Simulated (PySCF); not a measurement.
# CH2InN (InH2(CN)) at r2SCANh-D3(BJ)/def2-TZVP (core potential)

What is the vertical singlet–triplet gap of CH2InN (InH2(CN)) at r2SCANh-D3(BJ)/def2-TZVP (core potential)? The job is set up through a Python script.

The calculation is run with PySCF 2.14.0.

3 further runs of the same task are left out: 1 for a faulty analytic Hessian, 2 set aside as unsound or not needed.

**1. The molecule**

CH2InN has 5 atoms, charge 0, and is taken as a singlet. As SMILES, `[H][In]([H])[C]#N`. Geometry: a GFN2-xTB relaxation, a rough one for these elements and not checked as a minimum.

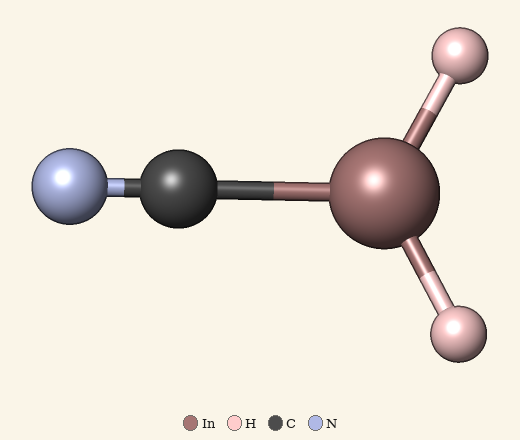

The structure, seen from a chosen angle (indium brown, hydrogen pink, carbon dark grey, nitrogen light blue).

**2. Energy and forces at r2SCANh-D3(BJ)/def2-TZVP (core potential)**

Input file run.py:

```python
from pyscf import gto, dft

system = gto.Mole()
system.atom = '''
In       0.388840       0.677450       0.001560
H        2.110710       0.593290       0.054450
H       -0.539050       2.131330      -0.025030
C       -0.695170      -1.203410      -0.018850
N       -1.265330      -2.198670      -0.012130
'''
system.ecp = {'In': 'def2-svp'}
system.basis = 'def2-tzvp'
system.max_memory = 1860
system.spin = 0
system.verbose = 3
system.build()

mf = dft.RKS(system)
mf.xc = 'r2scanh'
mf.disp = 'd3bj'
mf.kernel()

etot = mf.e_tot
print('E = %.10f Eh' % etot)
grad = mf.nuc_grad_method().kernel()
```

Run with:

```
$ OMP_NUM_THREADS=1 python run.py
```

Log:

```text
converged SCF energy = -284.182539068966
E = -284.1825390690 Eh
--------------- RKS gradients ---------------
         x                y                z
0 In     0.0005613197     0.0010123840    -0.0001886553
1 H     0.0056969895     0.0021827591     0.0002600917
2 H    -0.0009186835     0.0061724056     0.0000594149
3 C    -0.0148068685    -0.0257624017    -0.0001878021
4 N     0.0091847693     0.0159139451     0.0000503890
----------------------------------------------
```

Wall time 17 s (1 thread of AMD EPYC 9B45 (Zen 5), shared host); peak memory 1.3 GiB.

**3. The triplet**

Input file input.py:

```python
import pyscf.grad
from pyscf import gto, dft

molecule = gto.M(
    atom='''
In     0.388840     0.677450     0.001560
H      2.110710     0.593290     0.054450
H     -0.539050     2.131330    -0.025030
C     -0.695170    -1.203410    -0.018850
N     -1.265330    -2.198670    -0.012130
''',
    basis='def2-tzvp',
    spin=2,
    max_memory=1860,
    ecp={'In': 'def2-svp'},
    verbose=3,
)

mf = dft.UKS(molecule, xc='r2scanh')
mf.disp = 'd3bj'
mf.kernel()
if not mf.converged:
    mf = mf.newton().run(mf.mo_coeff, mf.mo_occ)

etot = mf.e_tot
print('E(%s) = %.9f' % ('R2SCANH', etot))
grad = mf.Gradients().kernel()
```

Run with:

```
$ OMP_NUM_THREADS=1 python input.py
```

Log:

```text
WARN: HOMO -0.499554741565113 >= LUMO -0.594882054882797

WARN: HOMO -0.0974296596998876 >= LUMO -0.26992292625215

WARN: HOMO -0.14575783836561 >= LUMO -0.278388468657116

WARN: HOMO -0.142681623648826 >= LUMO -0.288642749811293

WARN: HOMO -0.150272103509135 >= LUMO -0.269871363484581

WARN: HOMO -0.154585797120463 >= LUMO -0.295876827165218

WARN: HOMO -0.156154307231791 >= LUMO -0.296652240020306

WARN: HOMO -0.160596235681249 >= LUMO -0.292640559551948

WARN: HOMO -0.162499279317341 >= LUMO -0.288988628613042

WARN: HOMO -0.16163011486733 >= LUMO -0.28900948491785

WARN: HOMO -0.160896682515244 >= LUMO -0.288752478086735

WARN: HOMO -0.160870835206476 >= LUMO -0.288789284799924

WARN: HOMO -0.160885024947703 >= LUMO -0.28878426372045

WARN: HOMO -0.160877071498719 >= LUMO -0.288802331967855

WARN: HOMO -0.160860913138125 >= LUMO -0.288794500982439

WARN: HOMO -0.160854320516515 >= LUMO -0.288790741448043

WARN: HOMO -0.16085819287678 >= LUMO -0.288786404801602

WARN: HOMO -0.160860512125108 >= LUMO -0.28878563011045

WARN: HOMO -0.160859803842612 >= LUMO -0.288786797734353

WARN: HOMO -0.160858380848223 >= LUMO -0.288783492596425

WARN: HOMO -0.160859314099282 >= LUMO -0.288783974306847

WARN: HOMO -0.160859465016397 >= LUMO -0.288784356483612

WARN: HOMO -0.160859105463603 >= LUMO -0.28878411545095

converged SCF energy = -284.017992393636  <S^2> = 2.0251277  2S+1 = 3.0167053
E(R2SCANH) = -284.017992394
--------------- UKS gradients ---------------
         x                y                z
0 In     0.0218927788     0.0369277393     0.0011379351
1 H    -0.0056882391    -0.0084627072    -0.0003237348
2 H    -0.0047909005    -0.0088938410    -0.0002934951
3 C    -0.0347362765    -0.0600634007    -0.0006673570
4 N     0.0230816145     0.0400501310     0.0001325832
----------------------------------------------
```

It took 33 s on 1 thread of AMD EPYC 9B45 (Zen 5), shared host; peak memory 1.3 GiB.

**4. Summary of results**

Level: r2SCANh-D3(BJ)/def2-TZVP (core potential).

| quantity | value |
| --- | --- |
| singlet: total energy | -284.18254 Eh |
| singlet: dipole moment | 4.32 D |
| singlet: HOMO energy | -8.48 eV |
| singlet: LUMO energy | -2.85 eV |
| singlet: HOMO–LUMO gap | 5.63 eV |
| singlet: dispersion energy | -2.14 kJ/mol |
| singlet: largest force on an atom | 1.528 eV/Å |
| triplet: total energy | -284.01799 Eh |
| triplet: dipole moment | 4.53 D |
| triplet: HOMO energy (highest over α and β) | -4.38 eV |
| triplet: dispersion energy | -2.14 kJ/mol |
| triplet: ⟨S²⟩ | 2.025 |
| triplet: largest force on an atom | 3.568 eV/Å |
| vertical energy of the triplet above the singlet | 4.478 eV |

What this shows: At this shape the triplet lies 4.48 eV (103 kcal/mol) above the singlet. The largest force (singlet) is 1.53 eV/Å: the shape isn't a stationary point for this species at this level. Mulliken charges (triplet) run from -0.25 on C4 to +0.11 on H2.
